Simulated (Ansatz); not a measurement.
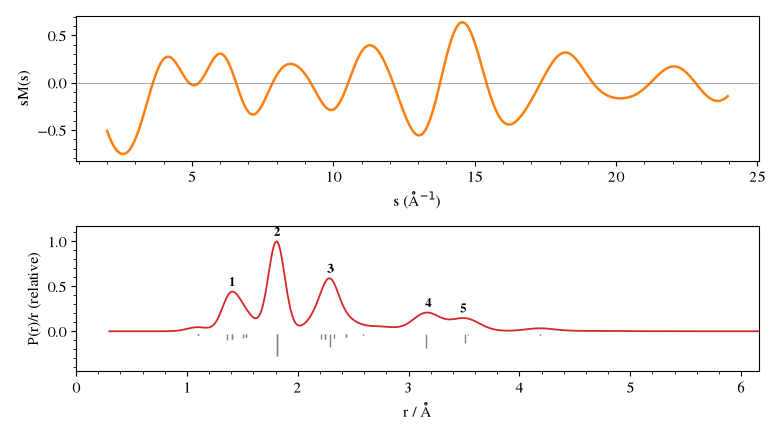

Simulated gas electron diffraction: reduced molecular intensity sM(s) from the Debye equation in the first Born approximation (top) and the radial distribution curve (bottom) of C2H5FGeO2. Each pair of atoms contributes with weight ZᵢZⱼ/r (bars below the curve); damping constant 0.0015 Å²; vibrational amplitudes assumed, not computed: 0.05 Å for bonds, 0.078 Å for bonds to H, 0.06 + 0.015 r up to 0.15 Å for other pairs. The geometry is the end point of an optimisation (Ansatz 0.2.0, RKS PBE0/def2-SVP); it may be a saddle point or a higher isomer.

Which pairs of atoms lie under the numbered peaks? Mark bonded pairs by – and others by ···.

Peak 1, 1.41 Å: F–C 1.37 Å, O–C 1.40 Å (×2), C–C 1.50 Å, Ge–H 1.53 Å (×2), not resolved
Peak 2, 1.81 Å: Ge–O 1.81 Å (×2)
Peak 3, 2.29 Å: O···O 2.21 Å, F···O 2.25 Å (×2), Ge–C 2.29 Å, F···C 2.33 Å, O···C 2.43 Å (×2), not resolved; in its flanks O···H 2.71–2.84 Å
Peak 4, 3.17 Å: Ge···F 3.16 Å
Peak 5, 3.49 Å: Ge···C 3.51 Å, Ge···H 3.53 Å
